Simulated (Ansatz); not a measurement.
## Electronic structure of C₂H₆B (SMILES C[B+]C) (charge +1) in real space

Input

```
crystal:
  periodic: [false, false, false]
  atoms:
    - {symbol: C, position_ang: [-1.005029, 0.972268, 2.532296]}
    - {symbol: C, position_ang: [0.915045, 0.290909, 0.387616]}
    - {symbol: B, position_ang: [-0.044946, 0.631552, 1.460009]}
    - {symbol: H, position_ang: [-1.341346, 0.050119, 3.063355]}
    - {symbol: H, position_ang: [-1.902221, 1.481008, 2.105951]}
    - {symbol: H, position_ang: [-0.532413, 1.655934, 3.277111]}
    - {symbol: H, position_ang: [1.248347, 1.212778, -0.145834]}
    - {symbol: H, position_ang: [1.814020, -0.214509, 0.814133]}
    - {symbol: H, position_ang: [0.443460, -0.395634, -0.355208]}
basis:
  gaussian:
    orbitals: def2-TZVPD
total_charge: 1
hamiltonian:
  xc: {name: PBE0}
output: {forces: true, orbitals: {seedname: orbitals}}
```

Launched as:

```sh
ansatz run input.yaml --threads 1 --pin off --max-ram 2610MiB --events-out events.jsonl --progress --plain --runs-dir runs
```

Geometry: PBE-D3(BJ)/def2-SVP.

Theory: isolated molecule in a Gaussian basis; Kohn-Sham density functional theory, functional PBE0 (Ansatz 0.2.0).

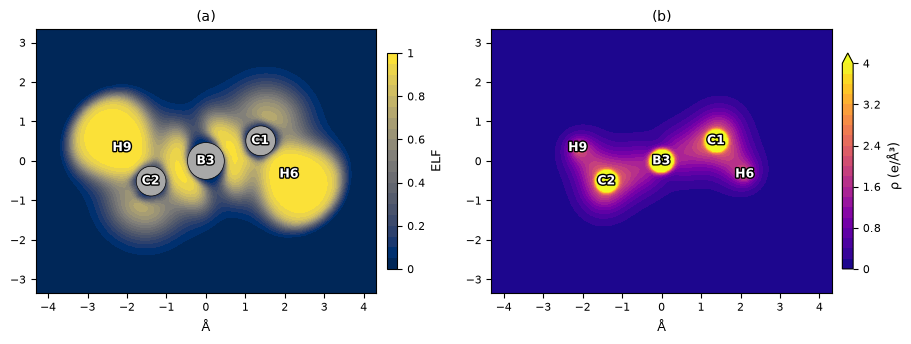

Figure 1. (a) ELF; (b) electron density on the plane of atoms B3, C2 and H9. Grey discs cover the atomic cores in the ELF map.

Q: Interpret the plot.

A: The plane passes through C, B and H nuclei. C–B (1.48 Å): the density is about 1.7 e/Å³ at the midpoint; the ELF peaks at about 0.95 between the atoms: a covalent bond. C–H (1.12 Å): the density is about 1.9 e/Å³ at the midpoint; the ELF climbs to about 1 towards the hydrogen, as it does in any bond to H (an ordinary covalent bond to hydrogen).

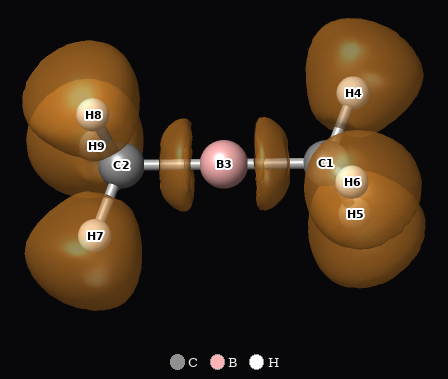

Figure 2. Isosurface of the ELF at 0.85 (orange), seen at a tilt. Only the valence region is drawn (cores and ρ < 0.01 e/Å³ removed).

Q: What do the ELF domains correspond to?

A: The ELF exceeds this value in two regions between bonded B–C atoms (shared pairs) and six regions around hydrogen nuclei.

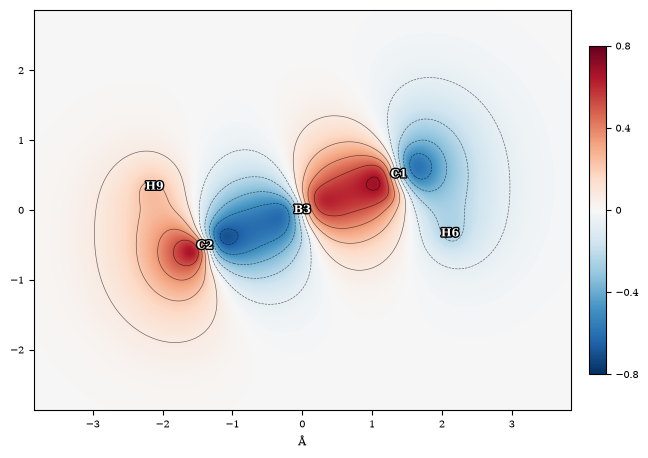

Figure 3. One frontier orbital on the plane of atoms B3, C1 and H6 (values in Å⁻³ᐟ²; the overall sign is arbitrary).

Q: Which orbital is it: HOMO or LUMO?

A: The HOMO, at −17.14 eV. By Hirshfeld shares it lies mainly on C1 (about 30 %), C2 (about 30 %) and B3 (about 25 %); it is ungerade (odd under inversion).
